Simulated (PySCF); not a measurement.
Molecule: SMILES F[Si](O[SiH](Cl)Cl)(F)F (HCl2F3OSi2). Atoms near the plane z = 0.0 Å, at the PBE0/def2-SVP optimised geometry (x, y, z in Å): Si1 (0.1, -1.6, 0.0), F4 (1.7, -1.6, 0.0), O5 (-0.5, -0.1, 0.0), Si6 (-0.3, 1.5, 0.4), Cl8 (1.0, 2.4, -0.9), H9 (-1.7, 2.2, 0.2).

Calculation: PBE0/def2-TZVP (PySCF). Cells within 0.4 Å of a nucleus heavier than hydrogen are left out (blank, or x). The values are rescaled to run from 0 to 1.

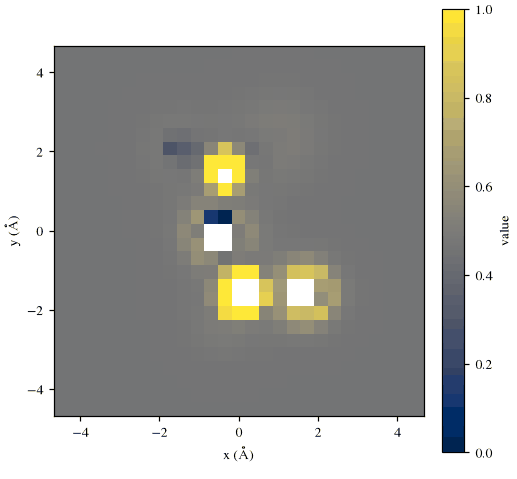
a field on the plane z = 0.0 Å.

Task: Which quantity is mapped?
A. log10 of the electron density
B. Laplacian of the electron density
C. electron localisation function
D. deformation density (molecule minus spherical neutral atoms)

Result: B, Laplacian of the electron density. In full: Laplacian of the electron density (e/bohr⁵), clipped to [-1.50, 1.50].
